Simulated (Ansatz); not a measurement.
Reaction (SMILES): C=O (CH2-O) → [CH-]=O + H+
B3LYP-D3(BJ)/def2-TZVP geometries, fixed; electronic energies without zero-point terms.

Basis-set convergence of the deprotonation energy at PBE0 with Ansatz (a first-principles code). Cartesian d functions, on some or all atoms, in 6-31G**; all else is spherical. The program fits the integrals of some runs and decomposes those of others, by size. No added dispersion term, no relativity. Functions are those of the species that has most. Reference: the value in aug-pcseg-3, 402.83 kcal/mol, itself unsure by roughly 1.23 kcal/mol (its mean distance from aug-cc-pVQZ, def2-QZVPPD). Deviations are taken from unrounded values.

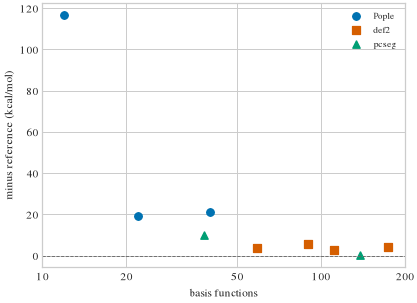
*Deviation from the reference against the number of basis functions, by family of sets.*

| basis | functions | deprotonation energy (kcal/mol) | minus reference (kcal/mol) |
|---|---|---|---|
| STO-3G | 12 | 519.39 | 116.56 |
| 6-31G | 22 | 421.94 | 19.11 |
| pcseg-1 | 38 | 412.72 | 9.88 |
| 6-31G** | 40 | 423.93 | 21.09 |
| def2-SVPD | 59 | 406.64 | 3.81 |
| def2-TZVPP | 90 | 408.53 | 5.69 |
| def2-TZVPPD | 111 | 405.42 | 2.59 |
| aug-pcseg-2 | 138 | 402.97 | 0.13 |
| def2-QZVPP | 174 | 406.85 | 4.01 |
